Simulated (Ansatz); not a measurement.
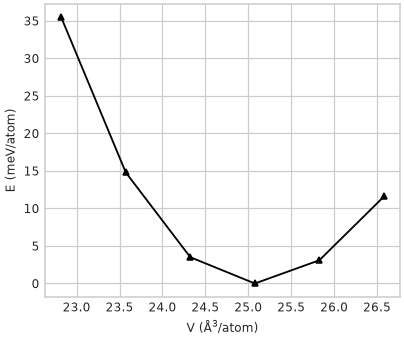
CuI in space group P6_422 (No. 181; Cu on 3c, I on 3d) under volume change, r²SCAN in the plane-wave PAW code Ansatz, shape and atoms relaxed at each volume.

### Question
What does a third-order Birch–Murnaghan fit give for V₀, B₀ and B′?

### Answer
V₀ = 25.08 Å³/atom, B₀ = 46.3 GPa, B′ = 5.1.

The start of the workflow was typed in or built on a structure type; neither database checked (COD, Materials Project) lists it. It is not the phase usual at ambient conditions (space group No. 216). The cell was relaxed with r²SCAN under the symmetry of its start; its stability against distortions is not shown here. The workflow began spin-polarised and lost its moments. Scalar-relativistic: spin–orbit coupling is off unless named, which matters more the heavier the elements.

Potentials: the later of the program's two PAW sets.
